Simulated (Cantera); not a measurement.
A closed system holds: 1 mol Fe, 0.79 mol HCl, equilibrated at 6400 Pa.

Method: chemical equilibrium by Gibbs-energy minimisation in Cantera with the NASA 1993 tables (ideal gas, pure condensed phases). Candidate condensed phases: Fe, FeCl2, FeCl3; 11 gas species. Rates play no part.

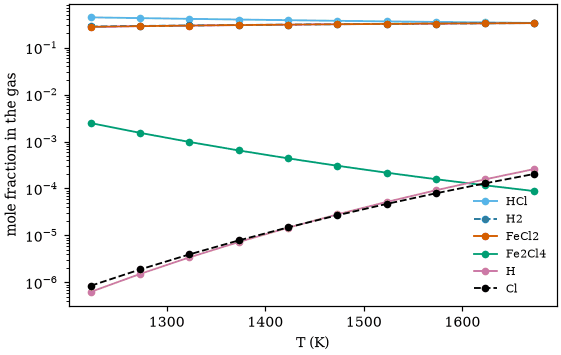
Equilibrium gas composition (values under 1e-9 drawn at 1e-9)

From 1223 K to 1623 K the condensed part is Fe(γ). At 1673 K the condensed part is Fe(δ). The main Fe-bearing gas is FeCl2 throughout. The share of Fe in condensed phases is highest at 1223 K (77.8 %) and lowest at 1673 K (73.7 %).
